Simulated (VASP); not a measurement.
Band structure of Zr (hcp). Level of theory: PBE GGA, VASP's PBE PAW potentials (set 64) (plane waves; VASP 6.6.1).

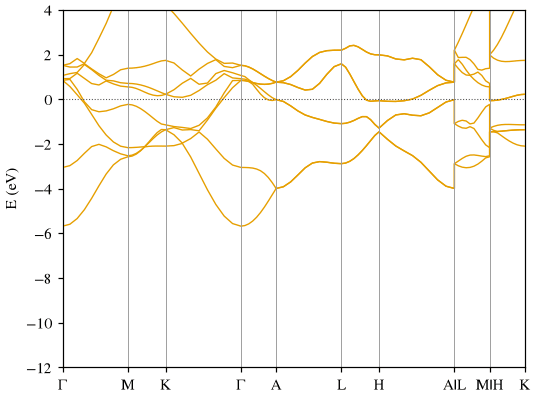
Figure. Bands along high-symmetry lines, zero at the valence-band maximum or, without a gap, the Fermi level

### Question
Read the plot: is there a gap, and where are the band edges?

### Answer
It has no gap at this level: it comes out as a metal or semimetal. (Edges off the drawn lines would not show.)

The compound is Zr in the hcp structure. It was relaxed first.
